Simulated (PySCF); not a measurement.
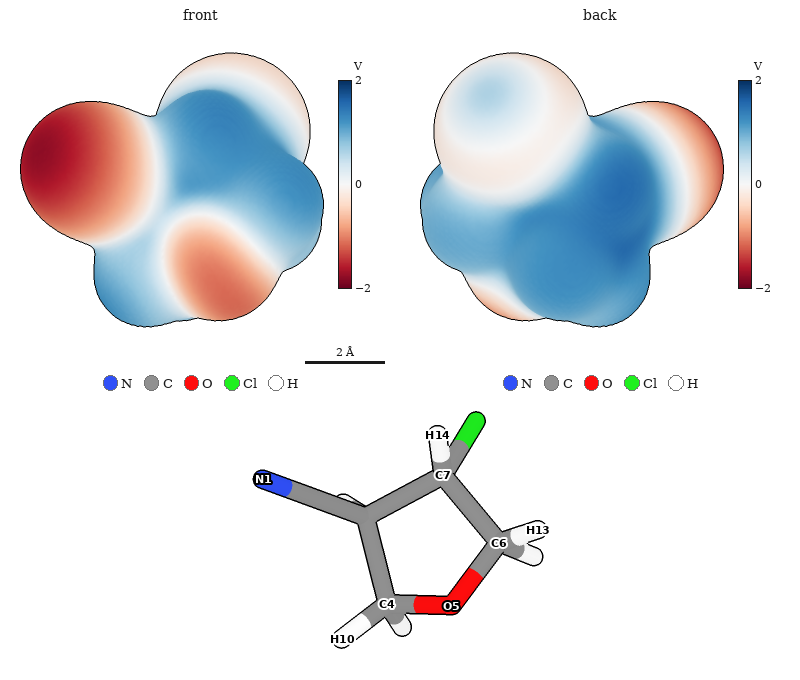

Figure 1: C5H6ClNO. The molecular electrostatic potential painted on the density surface at 0.002 e/bohr³, seen from the front and from behind; the colour scale runs from red (negative) to blue (positive). The bare structure is drawn below in the same view.

Geometry: GFN2-xTB.

Method: PBE0/pcSseg-1, SCF density, gas phase, non-relativistic (PySCF 2.14.0).

```xyz
14

N    -1.6109    2.5232    0.8057
C    -1.0772    1.7024    0.2171
C    -0.4018    0.6566   -0.5128
C    -1.1130   -0.7051   -0.3119
O    -0.4580   -1.3103    0.7727
C     0.9117   -1.0447    0.6097
C     1.0026    0.3996    0.0771
Cl    2.2806    0.5572   -1.1519
H    -0.3557    0.9389   -1.5674
H    -2.1690   -0.6073   -0.0584
H    -1.0057   -1.3140   -1.2210
H     1.3568   -1.7328   -0.1234
H     1.3992   -1.1781    1.5749
H     1.2397    1.1140    0.8674
```

> Which sites attract a positive test charge, and which a negative one?

A positive charge is drawn to the negative regions and a negative charge to the positive ones. The most negative region (about −1.7 V) lies over N1, the most positive (about +1.5 V) over C3, C4 and H9. Cl8 shows a σ-hole: about +0.6 V at the tip opposite its bond, against about −0.1 V on its flanks. N1 is the likeliest acceptor of a hydrogen bond.

> What dipole moment does the calculation give?

Its dipole moment is 3.05 D.
